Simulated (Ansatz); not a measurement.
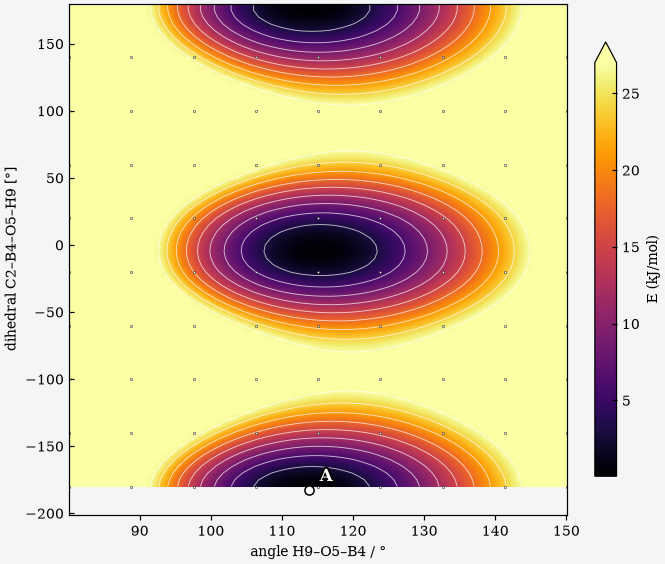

CH4B2O2, SMILES BC1OB1O. The first coordinate is: angle H9–O5–B4; the second: dihedral C2–B4–O5–H9. Nothing is relaxed (all other coordinates rigid). The grid has 9 × 9 points. Points are written as (first, second). Energies: kJ/mol, counted from the relaxed molecule at the same level. All numbers below come from Ansatz 0.2.0, RKS B3LYP-D4/def2-TZVP.

Drawn: a smooth colour map with a few white contour lines, dots at the grid points, one colour for all values above the top of the scale, the well A. Between grid points the surface is interpolated.

Estimate the position of the minimum and the force constants in these coordinates. Take the well at A.

The interpolated minimum is at angle H9–O5–B4 ≈ 113.8°, dihedral C2–B4–O5–H9 ≈ −183°. The curvatures there are about 3 eV/rad² and 0.65 eV/rad², with a cross term of about 0 eV/rad². Round the minimum the two coordinates are nearly uncoupled. (1 eV is 96.5 kJ/mol.)
